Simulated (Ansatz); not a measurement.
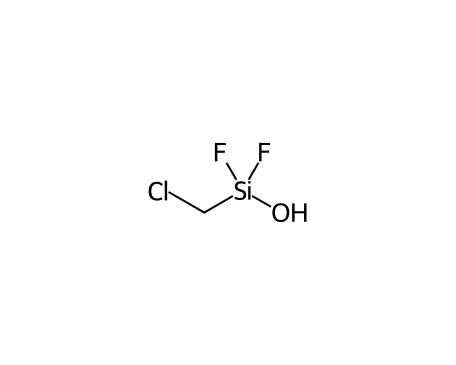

The geometry was computed by an optimisation with PBE0-D4/def2-TZVP. Method: RKS B3LYP-D4/def2-TZVPP (Ansatz 0.2.0).

What does the calculation give?

The species is CH3ClF2OSi (`O[Si](F)(F)CCl`).
- dipole moment: 1.66 D
- HOMO energy (Kohn–Sham orbital): −8.48 eV
- LUMO energy (Kohn–Sham orbital): −0.37 eV
- HOMO–LUMO gap: 8.11 eV
- dispersion correction: −35.4 kJ/mol
